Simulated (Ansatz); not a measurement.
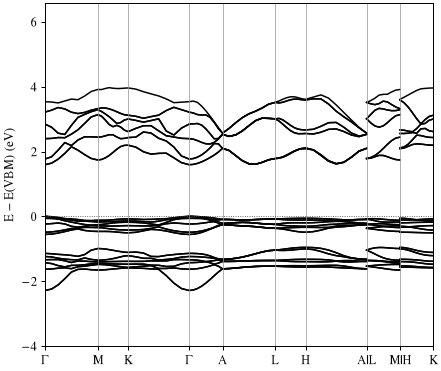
Band structure from r²SCAN with spin–orbit coupling in the plane-wave PAW code Ansatz

The gap is 1.58 eV; an edge lies off the plotted path or next to a special point (maximum at Γ, minimum off the standard path).

The material is Cs2Pt in space group P6_3/mmc (No. 194; Cs on 2d, Cs on 2a, Pt on 2c).

The first step of the workflow began from a Materials Project structure, measured or hypothetical; the Crystallography Open Database copy checked does not list it. Its standing as an ambient phase is unchecked. The r²SCAN relaxation kept the symmetry of its start; whether a distortion lowers the energy is not shown. The run is not spin-polarised.

Potentials: the later of the program's two PAW sets.
